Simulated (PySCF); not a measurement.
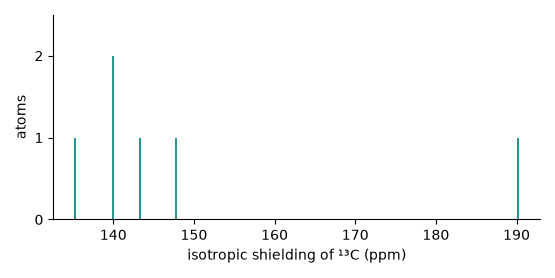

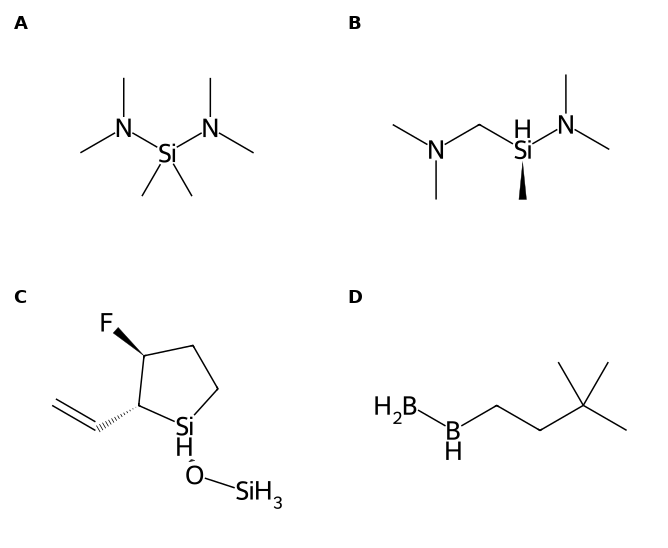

The sticks are computed shieldings of one of the molecules, for one fixed geometry (GFN2-xTB) without averaging over rotations. Low shielding means a high chemical shift. Method: GIAO PBE0/pcSseg-1 NMR shielding, non-relativistic, gas phase (PySCF 2.14.0).

Match the spectrum to a structure.

B, `CN(C)C[Si@H](C)N(C)C`. Its 6 C atoms give lines at 135.3, 140.0 (2 atoms), 143.3, 147.8, 190.2 ppm.

The geometry is semi-empirical. Around B, Si such bond lengths and angles can be off by a tenth of an ångström or more and by several degrees, and values that hang on the shape move with them.
